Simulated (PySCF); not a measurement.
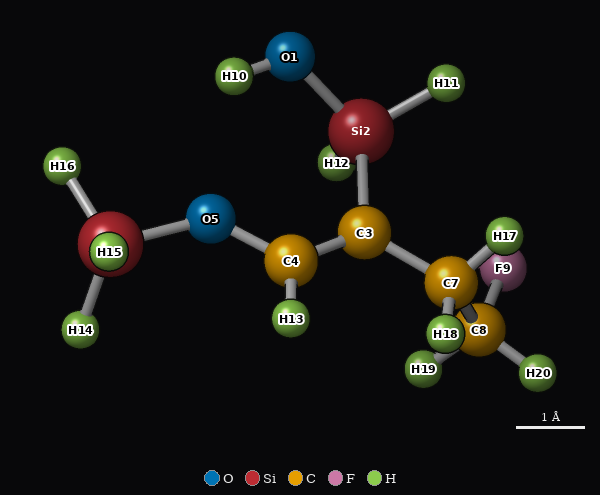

Figure 1. The input geometry (ball-and-stick view, seen at a tilt; atoms are numbered from 1 in the order of the input).

# NMR shielding calculation of C4H11FO2Si2

The run: NMR shielding calculation of C4H11FO2Si2. Method and program: GIAO PBE0/pcSseg-1 NMR shielding, non-relativistic, gas phase (PySCF 2.14.0).

The geometry comes from this level: GFN2-xTB. It belongs to a series of runs on one base structure; here: H on C replaced by OSiH3. Figures and captions count atoms from 1; the log counts them from 0 in places.

**Log**
```
coarse grid: 17672 points
cycle   1  E = -987.3468911741  dE =  1.105e+00  |g| = 9.965e-01  |ddm| = 4.010e+00
cycle   2  E = -987.1387412684  dE =  2.081e-01  |g| = 1.471e+00  |ddm| = 2.089e+00
cycle   3  E = -987.5193989681  dE = -3.807e-01  |g| = 1.083e-01  |ddm| = 1.457e+00
cycle   4  E = -987.5207848766  dE = -1.386e-03  |g| = 7.003e-02  |ddm| = 1.584e-01
cycle   5  E = -987.5218915241  dE = -1.107e-03  |g| = 1.889e-02  |ddm| = 7.426e-02
cycle   6  E = -987.5219671736  dE = -7.565e-05  |g| = 5.710e-03  |ddm| = 1.899e-02
cycle   7  E = -987.5219745117  dE = -7.338e-06  |g| = 9.928e-04  |ddm| = 5.750e-03
final grid: 161800 points
cycle   8  E = -987.6013415384  dE = -3.618e-05  |g| = 1.121e-02  |ddm| = 2.605e-02
cycle   9  E = -987.6013112928  dE =  3.025e-05  |g| = 1.696e-02  |ddm| = 2.150e-02
cycle  10  E = -987.6013650778  dE = -5.378e-05  |g| = 1.761e-03  |ddm| = 1.403e-02
cycle  11  E = -987.6013657694  dE = -6.917e-07  |g| = 4.318e-04  |ddm| = 1.805e-03
cycle  12  E = -987.6013658072  dE = -3.774e-08  |g| = 1.467e-04  |ddm| = 4.580e-04
cycle  13  E = -987.6013658119  dE = -4.699e-09  |g| = 2.662e-05  |ddm| = 1.496e-04
cycle  14  E = -987.6013658120  dE = -1.460e-10  |g| = 6.809e-06  |ddm| = 3.260e-05
```

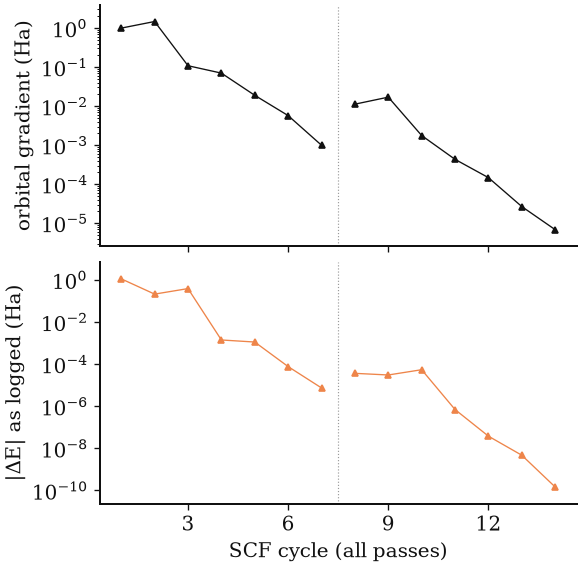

Figure 2. Convergence of the self-consistent field: orbital gradient and size of the energy change against the SCF cycle. The dotted line marks the change from a coarse to the final integration grid. The first 7 cycles use a coarse grid, the final grid takes over at cycle 8, and the field converges after 14 cycles in all.

```
converged SCF energy = -987.6013658120

GIAO shielding tensors (ppm)
atom      isotropic    diamagn.    paramagn.     s11        s22        s33       span
  0 O      313.409     390.045     -76.636    284.733    306.928    348.566     63.833
  1 Si     376.432     880.907    -504.475    337.079    353.738    438.480    101.401
  2 C       58.775     266.787    -208.012    -47.148     60.800    162.671    209.819
  3 C       33.151     253.410    -220.258    -68.933     82.871     85.516    154.449
  4 O      244.026     402.502    -158.476    148.553    259.675    323.849    175.295
  5 Si     385.988     880.727    -494.739    345.373    349.960    462.630    117.257
  6 C      148.863     246.976     -98.113    137.007    151.359    158.223     21.216
  7 C       96.952     242.829    -145.877     62.837     85.211    142.808     79.972
  8 F      415.684     475.337     -59.653    373.507    408.804    464.741     91.234
  9 H       29.736      34.475      -4.740     18.912     26.915     43.380     24.468
 10 H       26.860      29.970      -3.111     22.552     26.898     31.130      8.578
 11 H       26.254      30.404      -4.150     22.610     25.878     30.275      7.665
 12 H       24.886      34.126      -9.239     21.676     24.106     28.877      7.201
 13 H       26.664      29.458      -2.794     23.399     24.999     31.595      8.196
 14 H       26.646      29.078      -2.432     23.408     24.945     31.584      8.176
 15 H       26.795      29.498      -2.703     22.774     26.071     31.540      8.767
 16 H       28.954      30.140      -1.186     25.609     27.618     33.635      8.026
 17 H       29.906      31.768      -1.862     25.587     29.394     34.737      9.150
 18 H       27.466      29.880      -2.414     23.529     27.770     31.098      7.569
 19 H       26.806      27.010      -0.204     22.086     27.231     31.100      9.015
```

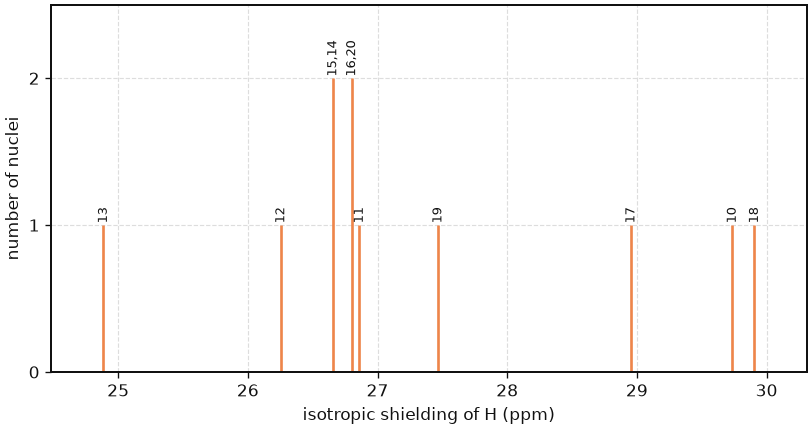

Figure 3. Isotropic shieldings of the hydrogen nuclei in this fixed geometry, labelled by atom number; shielding grows to the right, so chemical shift grows to the left. The least shielded is H13 (24.9 ppm), the most shielded H18 (29.9 ppm).

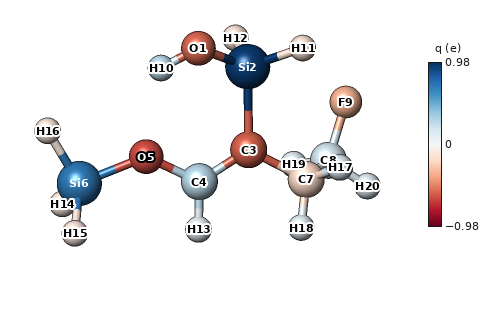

Figure 4. Mulliken charges, as the colour of each atom (ball-and-stick view, seen at a tilt; atoms are numbered from 1 in the order of the input). By element: O −0.63 to −0.56, Si +0.69 to +0.93, C −0.58 to +0.26, F −0.34 and H −0.13 to +0.25 e.

The run was set up as follows.

**Input file**
```
{"job": {"kind": "nmr", "xc": "PBE0", "basis": "pcSseg-1"}, "charge": 0, "multiplicity": 1}
O      0.972035     2.555617     0.423020
Si     0.046265     1.487317     1.224189
C     -0.568251     0.115329     0.068465
C      0.181897    -0.329835    -0.932726
O      1.414467     0.179076    -1.184637
Si     2.579895    -0.265883    -2.227016
C     -1.913633    -0.499094     0.318946
C     -1.931783    -1.288847     1.623288
F     -1.834290    -0.448426     2.705959
H      1.589717     2.231474    -0.229043
H     -1.075281     2.310008     1.653414
H      0.799319     0.863160     2.314946
H     -0.143056    -1.111301    -1.615711
H      3.049648    -1.621610    -1.932431
H      2.083333    -0.231135    -3.604881
H      3.554963     0.772999    -1.931507
H     -2.667839     0.287225     0.387585
H     -2.186521    -1.179904    -0.491211
H     -1.083711    -1.978245     1.682584
H     -2.872322    -1.837246     1.743732
```

The first line tells a small driver script what to run in PySCF; the rest is the geometry in Å.

Run as:
```bash
OMP_NUM_THREADS=1 python <driver script> task.json out
```

**Results in brief**

```tsv
quantity	value
outcome	converged
total energy	−987.601366 hartree
HOMO	−6.97 eV
LUMO	−0.25 eV
dipole moment	4.61 D
isotropic shielding, O	244.0 to 313.4 ppm
isotropic shielding, Si	376.4 to 386.0 ppm
isotropic shielding, C	33.2 to 148.9 ppm
isotropic shielding, F	415.7 ppm
isotropic shielding, H	24.9 to 29.9 ppm
hardware	1 CPU thread, shared host
wall time	44 s
peak memory	1 GiB
```
